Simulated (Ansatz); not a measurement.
System: H$_{5}$Si$_{3}$ (SMILES [SiH2]=[SiH][SiH2+]) (charge +1).

The calculation's input:

```
crystal:
  periodic: [false, false, false]
  atoms:
    - { symbol: Si, position_ang: [-1.30826, 0.94143, -0.73981] }
    - { symbol: Si, position_ang: [0.16952, 0.81764, 1.04761] }
    - { symbol: Si, position_ang: [-0.22118, 2.92561, 1.94283] }
    - { symbol: H, position_ang: [-1.80833, 0.28718, -1.96439] }
    - { symbol: H, position_ang: [-2.16632, 2.13167, -0.74895] }
    - { symbol: H, position_ang: [-0.83777, 0.13754, 1.95803] }
    - { symbol: H, position_ang: [0.73969, 3.34014, 2.97172] }
    - { symbol: H, position_ang: [-1.08948, 4.11903, 1.94331] }
total_charge: 1
basis:
  gaussian: { orbitals: def2-SVP }
hamiltonian:
  xc: pbe
relax:
  f_tol: 0.015
  max_steps: 40
output:
  orbitals: {}
```

Command:

```sh
ansatz run input.yaml --threads 1 --pin off --max-ram 2048MiB --backend cpu --events-out ev --progress --plain --runs-dir out
```

The fields are those of the run's last geometry, not of the input's.

All numbers below come from Ansatz 0.2.0, RKS PBE/def2-SVP.

Predict the electron density and electron localisation function between the atoms.

Si–Si (2.22 Å): the density is about 0.69 e/Å³ at the midpoint; the ELF peaks at about 0.95 between the atoms, as expected for a covalent bond.
Si–H (1.49 Å): the density is about 0.77 e/Å³ at the midpoint; the ELF climbs to about 1 towards the hydrogen, as it does in any bond to H.

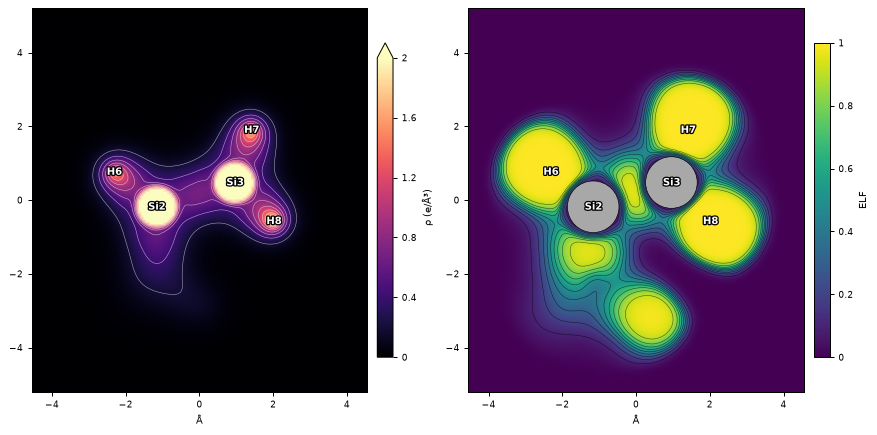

Computed electron density and electron localisation function on the plane of atoms Si2, Si3 and H8, in this order. Grey discs cover the atomic cores in the ELF map. 
